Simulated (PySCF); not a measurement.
# C₄H₅BN₂O: what the fields show

```xyz
13

N    -2.2365   -1.9955    1.2693
C    -2.1567   -1.3634    0.3176
C    -2.0094   -0.4769   -0.7982
B    -1.4416    0.9598   -0.3297
O    -1.1933    1.2779    0.9297
C    -1.1393    2.0811   -1.4391
C    -1.9975    1.9907   -2.5859
N    -2.6956    1.8971   -3.4872
H    -2.9796   -0.3542   -1.2880
H    -1.3462   -0.9390   -1.5342
H    -1.3454    0.6248    1.6178
H    -0.1068    1.9746   -1.7862
H    -1.2320    3.0811   -1.0102
```

Geometry: GFN2-xTB.

The calculation used PBE0/pcSseg-1, SCF density, gas phase, non-relativistic (PySCF 2.14.0).

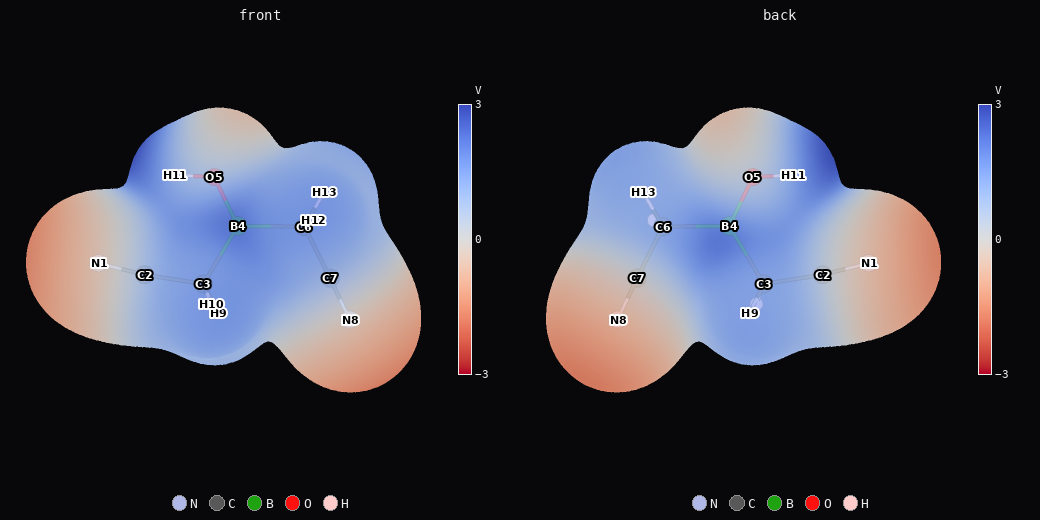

Figure 1. The electrostatic potential painted on the density surface at 0.002 e/bohr³, seen from the front and from behind; the colour scale runs from red (negative) to blue (positive).

**Which sites attract a positive test charge, and which a negative one?**

A positive charge is drawn to the negative regions and a negative charge to the positive ones. The most negative region (about −1.7 V) lies over N8, the most positive (about +2.7 V) over H11. N8 is the likeliest acceptor of a hydrogen bond.

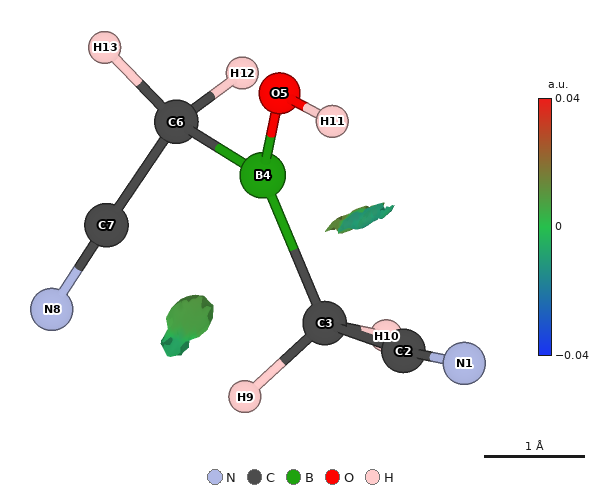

Figure 2. Non-covalent interaction (NCI) plot: the surface where the reduced density gradient is 0.5, for densities under 0.05 a.u., coloured by sign(λ₂)ρ; seen at an oblique angle.

**What holds or crowds the atoms apart from the covalent bonds?**

- Between H9 and C3 on one side and C7 and N8 on the other: a weak contact (green)
- Near H11, C2 and O5: mostly steric crowding (olive to red)
